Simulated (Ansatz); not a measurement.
**A computed series for Ti2SnC: response to strain**

The parent structure is Ti$_{2}$SnC (space group P6_3/mmc, No. 194; a = 3.138 Å, c = 13.639 Å; a cell from a computed database, its experimental status unchecked). Axes: x lies along a and z along c of the hexagonal cell.

Strains are applied to the cell and any free atomic positions relax; under biaxial strain the out-of-plane vector relaxes too.

Method: Kohn–Sham DFT with the PBEsol functional, run in Ansatz (an electronic-structure program) with PAW and 420 eV plane waves, without spin-orbit coupling.

Notes on the quantities. pressure: mean of the normal stresses, compression positive.

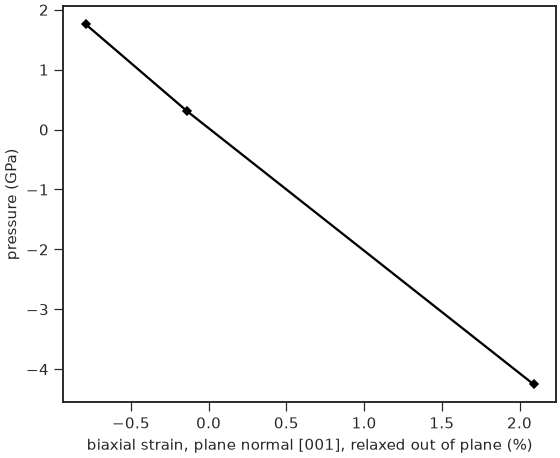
Pressure against biaxial strain, plane normal [001], relaxed out of plane

Question: From the plot, what is the pressure for biaxial strain −0.14 %, plane normal [001], relaxed out of plane?

Answer: About 0.3 GPa.

Question: Is the trend monotonic over the range shown?

Answer: Yes, it falls throughout, spanning -4.3 GPa to 1.8 GPa.

Without a gap, meshes like the base's 17×17×4 leave anisotropic stresses uncertain by several tenths of a GPa, and small strain energies with them. Stability against distortions was not tested. All final runs are without spin polarisation.
